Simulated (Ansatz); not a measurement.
# C6H12 (methylcyclopentane): a chain of runs

We compute a structure relaxation (singlet C6H12, HF/STO-3G), then the harmonic vibrations (singlet C6H12, HF/STO-3G), then the energy (doublet [C6H12]+, UHF/STO-3G), then a geometry optimisation (doublet [C6H12]+, UHF/STO-3G), then a geometry optimisation (singlet C6H12, HF/3-21G), then vibrational wavenumbers (singlet C6H12, HF/3-21G) of C6H12. 

Program for the calculation: Ansatz 0.2.0.

## (1) The system as given

The species is C6H12 (18 atoms), meant as a singlet with charge 0. SMILES: `CC1CCCC1`. Geometry: relaxed at PBE0-D4/def2-TZVP. This is one conformer, not always the lowest. The run starts from this shape.

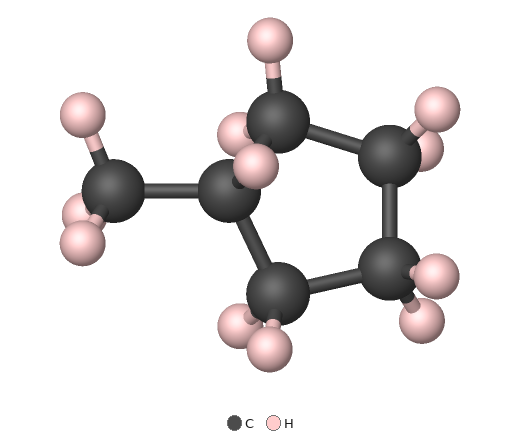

Viewed from a chosen angle; carbon dark grey, hydrogen pink.

## (2) A structure relaxation at HF/STO-3G (start density atoms) (run 1)

Input file job.yaml:

```yaml
crystal:
  periodic: [false, false, false]
  atoms:
    - {symbol: C, position_ang: [1.205820, -1.782710, 0.205580]}
    - {symbol: C, position_ang: [0.653600, -0.373720, 0.264760]}
    - {symbol: C, position_ang: [0.403000, 0.269490, -1.096340]}
    - {symbol: C, position_ang: [-0.490040, 1.477080, -0.795690]}
    - {symbol: C, position_ang: [-1.228180, 1.130880, 0.519190]}
    - {symbol: C, position_ang: [-0.716550, -0.254930, 0.926780]}
    - {symbol: H, position_ang: [0.522920, -2.439790, -0.342380]}
    - {symbol: H, position_ang: [2.174220, -1.813190, -0.300730]}
    - {symbol: H, position_ang: [1.340610, -2.203190, 1.205640]}
    - {symbol: H, position_ang: [1.357520, 0.263110, 0.818890]}
    - {symbol: H, position_ang: [-0.129480, -0.450460, -1.729510]}
    - {symbol: H, position_ang: [1.323880, 0.537670, -1.620070]}
    - {symbol: H, position_ang: [0.118950, 2.374720, -0.662600]}
    - {symbol: H, position_ang: [-1.179770, 1.688420, -1.615150]}
    - {symbol: H, position_ang: [-0.991360, 1.866510, 1.291780]}
    - {symbol: H, position_ang: [-2.313350, 1.144350, 0.400200]}
    - {symbol: H, position_ang: [-0.682870, -0.397360, 2.009730]}
    - {symbol: H, position_ang: [-1.368930, -1.036890, 0.519920]}
basis:
  gaussian: {orbitals: STO-3G}
hamiltonian: {xc: hf}
relax: {f_tol: 0.002}
output: {orbitals: {seedname: orbitals}}
```

Started as:

```sh
$ ansatz run job.yaml --threads 1 --pin off --max-ram 3480MiB --events-out events.jsonl --progress --plain --runs-dir runs
```

What it wrote:

```text
Warning: RAYON_NUM_THREADS=1 ignored (pool sized by the plan → 1); use --threads N
The last accepted step is kept in runs//last_step.txt (removed where the run ends without a failure and the disk answers)
[... 49 lines left out ...]
Total energy: -6298.74280802 eV, -231.4745287536 hartree
[... 18 lines left out ...]
Dipole moment:     0.005197     0.002002     0.003397 e Å
```

It took 11 s on 1 thread of Arm Neoverse V1, shared host; peak memory 0.094 GiB.

Steps, from the record of the run:

| step | energy from the first frame kept (eV) | largest force (eV/Å) |
| --- | --- | --- |
| 1 | 0.0000 | 1.4967 |
| 2 | -0.0630 | 0.2458 |
| 3 | -0.0667 | 0.0725 |
| 4 | -0.0676 | 0.0813 |
| 5 | -0.0679 | 0.0066 |
| 6 | -0.0679 | 0.0006 |

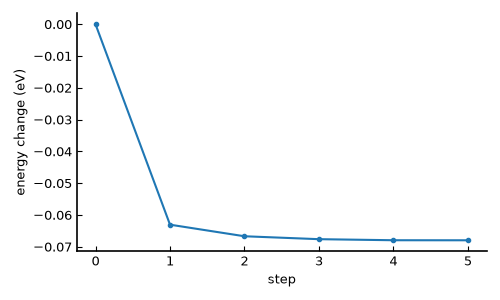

Energy along the run.

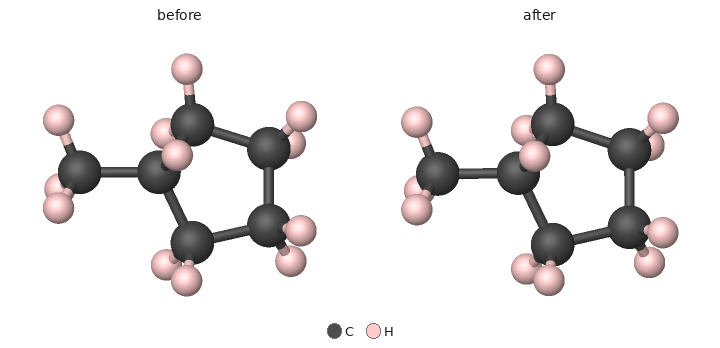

Before and after, at one scale.

After the run. Some bond lengths: C1–C2 1.541 Å, C2–C3 1.547 Å, C3–C4 1.549 Å, C4–C5 1.557 Å, C2–C6 1.547 Å, C5–C6 1.549 Å, C1–H7 1.086 Å, C1–H8 1.086 Å, C1–H9 1.086 Å, C2–H10 1.090 Å, C3–H11 1.088 Å, C3–H12 1.087 Å, C4–H13 1.087 Å, C4–H14 1.087 Å, C5–H15 1.087 Å, C5–H16 1.087 Å. Some angles: C1–C2–C3 114.1°, C1–C2–C6 114.1°, C3–C2–C6 102.9°, C2–C3–C4 104.8°, C3–C4–C5 106.1°, C4–C5–C6 106.2°, C2–C6–C5 104.9°, C1–C2–H10 108.7°, C3–C2–H10 108.4°, C6–C2–H10 108.4°.

## (3) Vibrational wavenumbers at HF/STO-3G (start density atoms) (run 2)

Input file molecule.yaml:

```yaml
basis:
  gaussian:
    orbitals: STO-3G
crystal:
  periodic: [false, false, false]
  atoms:
    - {symbol: C, position_ang: [1.193953, -1.824418, 0.188269]}
    - {symbol: C, position_ang: [0.668938, -0.378535, 0.272325]}
    - {symbol: C, position_ang: [0.433118, 0.289043, -1.103308]}
    - {symbol: C, position_ang: [-0.506062, 1.485090, -0.808294]}
    - {symbol: C, position_ang: [-1.247641, 1.137055, 0.515950]}
    - {symbol: C, position_ang: [-0.710350, -0.246463, 0.960936]}
    - {symbol: H, position_ang: [0.499627, -2.454303, -0.359846]}
    - {symbol: H, position_ang: [2.154033, -1.854224, -0.318824]}
    - {symbol: H, position_ang: [1.322302, -2.243493, 1.182094]}
    - {symbol: H, position_ang: [1.389594, 0.222445, 0.827230]}
    - {symbol: H, position_ang: [-0.058956, -0.416263, -1.769229]}
    - {symbol: H, position_ang: [1.360910, 0.601055, -1.575700]}
    - {symbol: H, position_ang: [0.073190, 2.396550, -0.684481]}
    - {symbol: H, position_ang: [-1.202087, 1.652063, -1.626085]}
    - {symbol: H, position_ang: [-1.033219, 1.886420, 1.273611]}
    - {symbol: H, position_ang: [-2.325396, 1.115421, 0.377795]}
    - {symbol: H, position_ang: [-0.641842, -0.332788, 2.042205]}
    - {symbol: H, position_ang: [-1.370124, -1.034666, 0.605353]}
hamiltonian:
  xc: hf
phonons:
  temperatures:
    t_min: 298.15
    t_max: 298.15
    t_step: 1
```

Started as:

```sh
$ ansatz run molecule.yaml --threads 1 --pin off --max-ram 3480MiB --events-out events.jsonl --progress --plain --runs-dir runs
```

What it wrote:

```text
Warning: RAYON_NUM_THREADS=1 ignored (pool sized by the plan → 1); use --threads N
[... 576 lines left out ...]
Total energy: -6298.74281404 eV, -231.4745289747 hartree
[... 18 lines left out ...]
Dipole moment:     0.005196     0.002002     0.003397 e Å
Vibrations: 40.86 174.32 242.79 342.95 476.52 611.07 741.35 887.83 959.11 1000.15 1071.21 1101.53 1103.67 1174.92 1198.09 1218.80 1270.42 1314.07 1397.35 1447.89 1461.66 1498.32 1507.41 1563.24 1578.54 1625.53 1642.06 1661.57 1703.84 1746.24 1822.36 1832.02 1835.69 1838.09 1839.72 1853.35 3564.76 3609.85 3611.55 3614.89 3622.61 3640.88 3728.59 3731.89 3733.92 3739.53 3747.70 3749.46 cm⁻¹, zero-point energy 5.509867 eV
```

It took 2.5 min on 1 thread of Arm Neoverse V1, shared host; peak memory 0.095 GiB.

## (4) The doublet cation: a single-point energy at UHF/STO-3G (start density atoms) (run 3)

Input file in.yaml:

```yaml
crystal:
  periodic: [false, false, false]
  atoms:
    - {symbol: C, position_ang: [1.193953, -1.824418, 0.188269]}
    - {symbol: C, position_ang: [0.668938, -0.378535, 0.272325]}
    - {symbol: C, position_ang: [0.433118, 0.289043, -1.103308]}
    - {symbol: C, position_ang: [-0.506062, 1.485090, -0.808294]}
    - {symbol: C, position_ang: [-1.247641, 1.137055, 0.515950]}
    - {symbol: C, position_ang: [-0.710350, -0.246463, 0.960936]}
    - {symbol: H, position_ang: [0.499627, -2.454303, -0.359846]}
    - {symbol: H, position_ang: [2.154033, -1.854224, -0.318824]}
    - {symbol: H, position_ang: [1.322302, -2.243493, 1.182094]}
    - {symbol: H, position_ang: [1.389594, 0.222445, 0.827230]}
    - {symbol: H, position_ang: [-0.058956, -0.416263, -1.769229]}
    - {symbol: H, position_ang: [1.360910, 0.601055, -1.575700]}
    - {symbol: H, position_ang: [0.073190, 2.396550, -0.684481]}
    - {symbol: H, position_ang: [-1.202087, 1.652063, -1.626085]}
    - {symbol: H, position_ang: [-1.033219, 1.886420, 1.273611]}
    - {symbol: H, position_ang: [-2.325396, 1.115421, 0.377795]}
    - {symbol: H, position_ang: [-0.641842, -0.332788, 2.042205]}
    - {symbol: H, position_ang: [-1.370124, -1.034666, 0.605353]}
basis:
  gaussian:
    orbitals: STO-3G
total_charge: 1
magnetization:
  spin_polarized: true
  initial_magnetization: 1
hamiltonian:
  xc: hf
```

Started as:

```sh
$ ansatz run in.yaml --threads 1 --pin off --max-ram 3480MiB --events-out events.jsonl --progress --plain --runs-dir runs
```

What it wrote, cut to the lines that bear on the results:

```text
Warning: RAYON_NUM_THREADS=1 ignored (pool sized by the plan → 1); use --threads N
Functional definition: HF
  name "HF"
[...]
595 factors; integrals over basis functions are off by at most 4.8e-5 eV
[...]
mean field -6289.02144402 eV, -231.1172752159 hartree, gradient 1.6e-5 eV, S^2 0.756493; 7 other end points of the search recorded, 0 dependent functions left out
reference -6289.02144402 eV, -231.1172752159 hartree; 24, 23 occupied and 18, 19 virtual orbitals, 595 factors
Total energy: -6289.02144402 eV, -231.1172752159 hartree
```

Wall time 3.9 s (1 thread of Arm Neoverse V1, shared host); peak memory 0.1 GiB.

## (5) The doublet cation: a structure relaxation at UHF/STO-3G (start density atoms) (run 4)

Input file input.yaml:

```yaml
crystal:
  periodic: [false, false, false]
  atoms:
    - {symbol: C, position_ang: [1.193953, -1.824418, 0.188269]}
    - {symbol: C, position_ang: [0.668938, -0.378535, 0.272325]}
    - {symbol: C, position_ang: [0.433118, 0.289043, -1.103308]}
    - {symbol: C, position_ang: [-0.506062, 1.485090, -0.808294]}
    - {symbol: C, position_ang: [-1.247641, 1.137055, 0.515950]}
    - {symbol: C, position_ang: [-0.710350, -0.246463, 0.960936]}
    - {symbol: H, position_ang: [0.499627, -2.454303, -0.359846]}
    - {symbol: H, position_ang: [2.154033, -1.854224, -0.318824]}
    - {symbol: H, position_ang: [1.322302, -2.243493, 1.182094]}
    - {symbol: H, position_ang: [1.389594, 0.222445, 0.827230]}
    - {symbol: H, position_ang: [-0.058956, -0.416263, -1.769229]}
    - {symbol: H, position_ang: [1.360910, 0.601055, -1.575700]}
    - {symbol: H, position_ang: [0.073190, 2.396550, -0.684481]}
    - {symbol: H, position_ang: [-1.202087, 1.652063, -1.626085]}
    - {symbol: H, position_ang: [-1.033219, 1.886420, 1.273611]}
    - {symbol: H, position_ang: [-2.325396, 1.115421, 0.377795]}
    - {symbol: H, position_ang: [-0.641842, -0.332788, 2.042205]}
    - {symbol: H, position_ang: [-1.370124, -1.034666, 0.605353]}
basis:
  gaussian:
    orbitals: STO-3G
total_charge: 1
magnetization:
  spin_polarized: true
  initial_magnetization: 1
hamiltonian:
  xc: hf
relax: {}
```

Started as:

```sh
$ ansatz run input.yaml --threads 1 --pin off --max-ram 3480MiB --events-out events.jsonl --progress --plain --runs-dir runs
```

What it wrote, cut to the lines that bear on the results:

```text
Warning: RAYON_NUM_THREADS=1 ignored (pool sized by the plan → 1); use --threads N
[... 1 set-up line as earlier in the session ...]
[... 202 lines left out ...]
Total energy: -6290.43073322 eV, -231.1690656388 hartree
[... 18 lines left out ...]
Dipole moment:     0.405637    -0.071867    -0.126741 e Å
```

It took 54 s on 1 thread of Arm Neoverse V1, shared host; peak memory 0.12 GiB.

The path in brief:

| step | energy from the first frame kept (eV) | largest force (eV/Å) |
| --- | --- | --- |
| 1 | 0.0000 | 8.6893 |
| 3 | -1.2568 | 1.3245 |
| 5 | -1.3757 | 0.1433 |
| 7 | -1.3785 | 0.0280 |
| 9 | -1.3787 | 0.0098 |
| 11 | -1.3792 | 0.1132 |
| 13 | -1.3803 | 0.2243 |
| 15 | -1.3840 | 0.0671 |
| 17 | -1.3900 | 0.2381 |
| 19 | -1.3969 | 0.1941 |
| 21 | -1.4016 | 0.2299 |
| 23 | -1.4052 | 0.0610 |
| 25 | -1.4075 | 0.0845 |
| 27 | -1.4083 | 0.0136 |
| 29 | -1.4083 | 0.0039 |

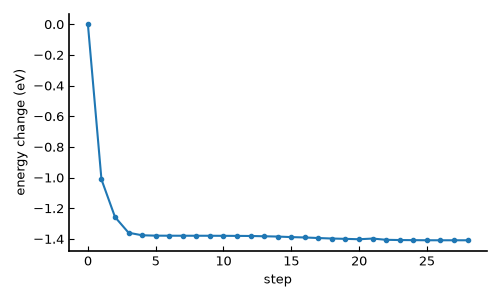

Energy along the run.

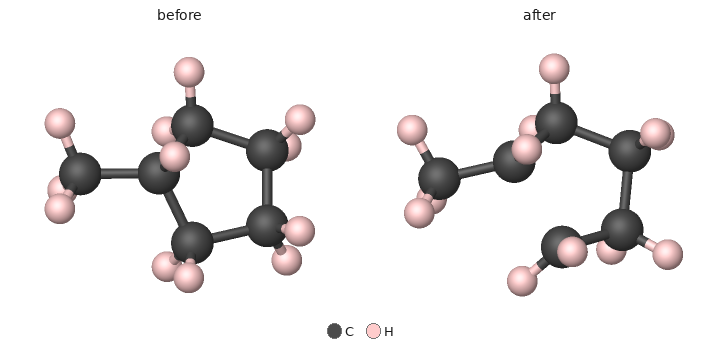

Before and after, at one scale.

After the run. Some bond lengths: C1–C2 1.523 Å, C3–C4 1.534 Å, C4–C5 1.547 Å, C2–C6 1.537 Å, C5–C6 1.544 Å, C1–H7 1.087 Å, C1–H8 1.087 Å, C1–H9 1.094 Å, C2–H10 1.099 Å, C3–H11 1.095 Å, C3–H12 1.095 Å, C4–H13 1.091 Å, C4–H14 1.088 Å, C5–H15 1.088 Å, C5–H16 1.087 Å, C6–H17 1.092 Å. Some angles: C1–C2–C6 120.8°, C3–C4–C5 107.8°, C4–C5–C6 105.6°, C2–C6–C5 107.4°, C1–C2–H10 115.0°, C6–C2–H10 114.7°, C2–C1–H7 111.7°, C2–C1–H8 111.8°, C2–C1–H9 105.6°, C3–C4–H13 108.3°. A long bond or contact: C2–C3 1.920 Å.

## (6) A structure relaxation at HF/3-21G (start density atoms) (run 5)

Input file in.yaml:

```yaml
crystal:
  periodic: [false, false, false]
  atoms:
    - {symbol: C, position_ang: [1.205820, -1.782710, 0.205580]}
    - {symbol: C, position_ang: [0.653600, -0.373720, 0.264760]}
    - {symbol: C, position_ang: [0.403000, 0.269490, -1.096340]}
    - {symbol: C, position_ang: [-0.490040, 1.477080, -0.795690]}
    - {symbol: C, position_ang: [-1.228180, 1.130880, 0.519190]}
    - {symbol: C, position_ang: [-0.716550, -0.254930, 0.926780]}
    - {symbol: H, position_ang: [0.522920, -2.439790, -0.342380]}
    - {symbol: H, position_ang: [2.174220, -1.813190, -0.300730]}
    - {symbol: H, position_ang: [1.340610, -2.203190, 1.205640]}
    - {symbol: H, position_ang: [1.357520, 0.263110, 0.818890]}
    - {symbol: H, position_ang: [-0.129480, -0.450460, -1.729510]}
    - {symbol: H, position_ang: [1.323880, 0.537670, -1.620070]}
    - {symbol: H, position_ang: [0.118950, 2.374720, -0.662600]}
    - {symbol: H, position_ang: [-1.179770, 1.688420, -1.615150]}
    - {symbol: H, position_ang: [-0.991360, 1.866510, 1.291780]}
    - {symbol: H, position_ang: [-2.313350, 1.144350, 0.400200]}
    - {symbol: H, position_ang: [-0.682870, -0.397360, 2.009730]}
    - {symbol: H, position_ang: [-1.368930, -1.036890, 0.519920]}
basis:
  gaussian:
    orbitals: 3-21G.json
hamiltonian:
  xc: hf
relax:
  f_tol: 0.002
output: {orbitals: {seedname: orbitals}}
```

The basis set 3-21G is read from a file made from the Basis Set Exchange's data (not shown).

Started as:

```sh
$ ansatz run in.yaml --threads 1 --pin off --max-ram 3480MiB --events-out events.jsonl --progress --plain --runs-dir runs
```

What it wrote, cut to the lines that bear on the results:

```text
Warning: RAYON_NUM_THREADS=1 ignored (pool sized by the plan → 1); use --threads N
[... 1 set-up line as earlier in the session ...]
[... 49 lines left out ...]
Total energy: -6337.79201429 eV, -232.9095606156 hartree
[... 18 lines left out ...]
Dipole moment:     0.008218     0.004848     0.005794 e Å
```

It took 13 s on 1 thread of Arm Neoverse V1, shared host; peak memory 0.16 GiB.

The path in brief:

| step | energy from the first frame kept (eV) | largest force (eV/Å) |
| --- | --- | --- |
| 1 | 0.0000 | 1.1903 |
| 2 | -0.0466 | 0.4479 |
| 3 | -0.0541 | 0.1037 |
| 4 | -0.0544 | 0.0656 |
| 5 | -0.0546 | 0.0041 |
| 6 | -0.0546 | 0.0006 |

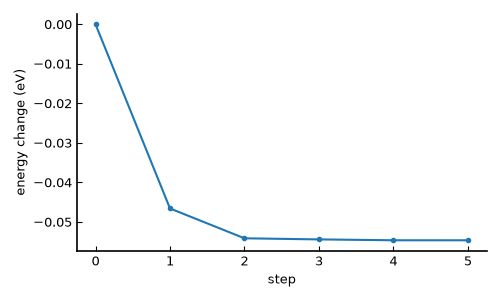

Energy along the run.

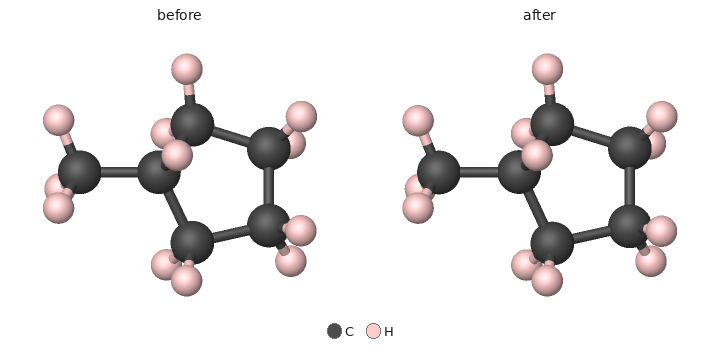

Before and after, at one scale.

After the run. Some bond lengths: C1–C2 1.533 Å, C2–C3 1.543 Å, C3–C4 1.553 Å, C4–C5 1.568 Å, C2–C6 1.544 Å, C5–C6 1.554 Å, C1–H7 1.085 Å, C1–H8 1.085 Å, C1–H9 1.085 Å, C2–H10 1.087 Å, C3–H11 1.086 Å, C3–H12 1.083 Å, C4–H13 1.083 Å, C4–H14 1.082 Å, C5–H15 1.083 Å, C5–H16 1.082 Å. Some angles: C1–C2–C3 113.8°, C1–C2–C6 113.8°, C3–C2–C6 102.0°, C2–C3–C4 104.4°, C3–C4–C5 105.5°, C4–C5–C6 105.5°, C2–C6–C5 104.5°, C1–C2–H10 109.6°, C3–C2–H10 108.6°, C6–C2–H10 108.7°.

## (7) Vibrational wavenumbers at HF/3-21G (start density atoms) (run 6)

Input file job.yaml:

```yaml
crystal:
  periodic: [false, false, false]
  atoms:
    - {symbol: C, position_ang: [1.210369, -1.801185, 0.203375]}
    - {symbol: C, position_ang: [0.668408, -0.369117, 0.274384]}
    - {symbol: C, position_ang: [0.413187, 0.269156, -1.107496]}
    - {symbol: C, position_ang: [-0.495839, 1.492120, -0.807441]}
    - {symbol: C, position_ang: [-1.243151, 1.141686, 0.526197]}
    - {symbol: C, position_ang: [-0.720395, -0.261821, 0.939501]}
    - {symbol: H, position_ang: [0.520372, -2.436044, -0.343571]}
    - {symbol: H, position_ang: [2.170635, -1.829223, -0.301298]}
    - {symbol: H, position_ang: [1.340419, -2.217710, 1.196950]}
    - {symbol: H, position_ang: [1.365949, 0.257942, 0.823004]}
    - {symbol: H, position_ang: [-0.118715, -0.445766, -1.727795]}
    - {symbol: H, position_ang: [1.328198, 0.547736, -1.615738]}
    - {symbol: H, position_ang: [0.109874, 2.379409, -0.671203]}
    - {symbol: H, position_ang: [-1.188175, 1.682909, -1.616816]}
    - {symbol: H, position_ang: [-0.999851, 1.869030, 1.290632]}
    - {symbol: H, position_ang: [-2.317258, 1.143393, 0.395374]}
    - {symbol: H, position_ang: [-0.680653, -0.388970, 2.014384]}
    - {symbol: H, position_ang: [-1.363385, -1.033554, 0.527557]}
basis:
  gaussian:
    orbitals: 3-21G.json
hamiltonian:
  xc: hf
phonons:
  temperatures:
    t_min: 298.15
    t_max: 298.15
    t_step: 1
```

The basis set 3-21G is read from a file made from the Basis Set Exchange's data (not shown).

Started as:

```sh
$ ansatz run job.yaml --threads 1 --pin off --max-ram 3480MiB --events-out events.jsonl --progress --plain --runs-dir runs
```

What it wrote:

```text
Warning: RAYON_NUM_THREADS=1 ignored (pool sized by the plan → 1); use --threads N
[... 576 lines left out ...]
Total energy: -6337.79201300 eV, -232.9095605679 hartree
[... 18 lines left out ...]
Dipole moment:     0.008218     0.004849     0.005794 e Å
Vibrations: 45.52 187.81 254.30 327.52 457.25 566.63 687.28 809.95 881.84 892.93 922.58 961.29 1009.51 1059.00 1065.93 1089.40 1140.35 1170.63 1254.86 1328.54 1334.90 1373.63 1397.32 1451.90 1458.69 1464.91 1474.92 1488.16 1512.29 1573.49 1643.19 1653.89 1654.63 1667.99 1672.17 1678.69 3185.19 3193.02 3201.36 3209.85 3219.21 3234.45 3242.51 3243.92 3246.69 3260.38 3262.05 3283.19 cm⁻¹, zero-point energy 4.921904 eV
```

It took 2.6 min on 1 thread of Arm Neoverse V1, shared host; peak memory 0.16 GiB.

## (8) What came out

| quantity | value |
| --- | --- |
| run 1, HF/STO-3G: total energy at the end | -231.47453 Eh |
| run 1, HF/STO-3G: dipole moment | 0.03 D |
| run 1, HF/STO-3G: HOMO energy | -10.91 eV |
| run 1, HF/STO-3G: LUMO energy | 15.37 eV |
| run 1, HF/STO-3G: HOMO–LUMO gap | 26.28 eV |
| run 2, HF/STO-3G: largest force on an atom | 0.001 eV/Å |
| run 2, HF/STO-3G: lowest harmonic wavenumber | 41 cm⁻¹ |
| run 2, HF/STO-3G: highest harmonic wavenumber | 3749 cm⁻¹ |
| run 2, HF/STO-3G: zero-point energy | 531.6 kJ/mol |
| doublet cation, run 3: total energy | -231.11728 Eh |
| doublet cation, run 3: ⟨S²⟩ | 0.756 |
| doublet cation, run 4: total energy at the end | -231.16907 Eh |
| doublet cation, run 4: ⟨S²⟩ | 0.757 |
| run 5, HF/3-21G: total energy at the end | -232.90956 Eh |
| run 5, HF/3-21G: dipole moment | 0.05 D |
| run 5, HF/3-21G: HOMO energy | -11.83 eV |
| run 5, HF/3-21G: LUMO energy | 6.86 eV |
| run 5, HF/3-21G: HOMO–LUMO gap | 18.69 eV |
| run 6, HF/3-21G: largest force on an atom | 0.001 eV/Å |
| run 6, HF/3-21G: lowest harmonic wavenumber | 46 cm⁻¹ |
| run 6, HF/3-21G: highest harmonic wavenumber | 3283 cm⁻¹ |
| run 6, HF/3-21G: zero-point energy | 474.9 kJ/mol |
| vertical ionisation energy (to the doublet cation) | 9.721 eV |
| adiabatic ionisation energy (to the doublet cation, no zero-point term) | 8.312 eV |

What this shows: The vertical ionisation energy comes to 9.72 eV (224 kcal/mol). In a minimal basis such a difference can be off by several eV, whatever the method. The adiabatic ionisation energy (to the doublet cation, no zero-point term) is 8.31 eV (192 kcal/mol). The optimisation (run 1, HF/STO-3G) took 5 steps and changed the energy by -0.068 eV. Mulliken charges (run 1, HF/STO-3G) run from -0.18 on C1 to +0.06 on H9. All 48 modes (run 2, HF/STO-3G) are real, so the shape is a minimum at this level.
